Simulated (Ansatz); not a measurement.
The figure comes from a scan of GaSb (zinc blende): one Sb atom of a 4-atom cell moves by s along Cartesian x, with its periodic images. Level of theory: PBE (plane waves to 420 eV, PAW, scalar-relativistic; Ansatz, a program for electronic structure). k mesh 11×11×11 (Γ-centred), Fermi-Dirac smearing 0.05 eV. The energy includes the smearing's −TS. With partly filled bands, energies and forces of such displacements shift with the k mesh and the smearing. At this level the bands of GaSb touch or barely overlap; measurements give the solid a gap. GaSb was relaxed with its symmetry unable to fall. Spin-orbit coupling is left out, though Sb is heavy. The zero of ΔE is the undisplaced structure.

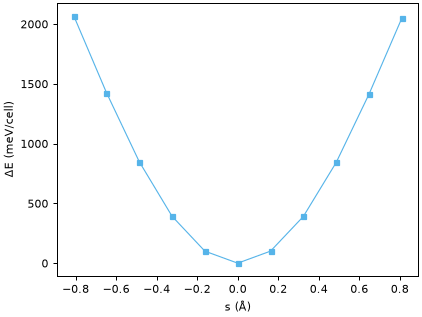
Fig. 1. ΔE (meV/cell) against s (Å); markers are the computed points, lines only join them.

Task: Read the plotted values off the figure, to the accuracy that the plot allows.

Result: To the nearest 50:

```tsv
s (Å)	ΔE (meV/cell)
-0.810	2050
-0.648	1450
-0.486	850
-0.324	400
-0.162	100
0.000	0
0.162	100
0.324	400
0.486	850
0.648	1400
0.810	2050
```

(For displaced atoms, the force is minus the slope of the energy, and its curvature is a force constant, which sets phonon frequencies.)
